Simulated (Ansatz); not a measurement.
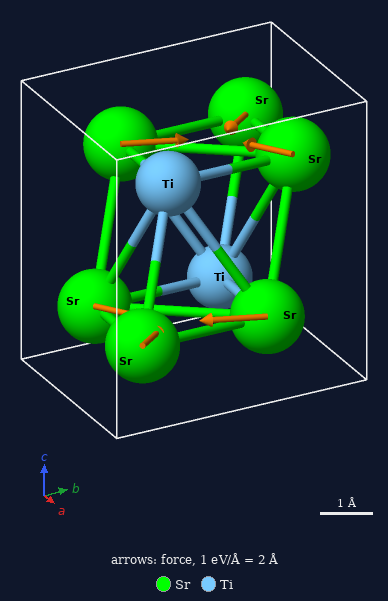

Starting geometry of solid Sr3Ti (built on the Ni3Sn (D0_19)_194 type) (coarse preliminary run) with the computed forces as orange arrows. The picture is a ball-and-stick view of the cell of the calculation, seen slightly off an axis.

Case: Ni3Sn (D0_19) type (P6_3/mmc, No. 194).

Computed with Ansatz 0.2.0, DFT PBE, scalar-relativistic, plane waves, PAW. Set-up: plane-wave cutoff 420 eV; k-point mesh 3 × 3 × 4; occupations gaussian; smearing width 0.1 eV; no spin polarisation; cell and atoms relaxed; force threshold 0.04 eV/Å; at most 70 steps.

### What follows when this structure is relaxed?

It isn't relaxed: the largest force vector, on Sr atoms, is 0.68 eV/Å. The atoms end up moving mostly along the starting forces (cosine between the two patterns 1.00). After 4 accepted moves (6 points after the start) the energy has fallen by 339 meV per atom. Largest force component: 0.68 eV/Å at the start, 0.014 eV/Å at the end. The pressure goes from 10.70 to 0.06 GPa. At 2 points the geometry stayed and the basis and grid were re-selected for the new cell (energy shift of 4.7 meV per atom at most each time). The largest moves relative to the cell, 0.11 Å, are those of Sr atoms. Ti stays in place. The volume changes by +42.3 %, with a = b 6.894 → 7.815 Å (+13.3 %), c 5.534 → 6.129 Å (+10.8 %). Among the contacts that change: Sr–Sr 3.454 → 4.109 Å, Sr–Sr 3.411 → 3.875 Å, Sr–Ti 3.447 → 3.909 Å, Sr–Ti 3.406 → 3.737 Å. The space group stays P6_3/mmc (No. 194). The run took 55 s on 1 thread of Intel(R) Xeon(R) Platinum 8488C (Sapphire Rapids), on a shared host, peak memory 0.6 GiB.
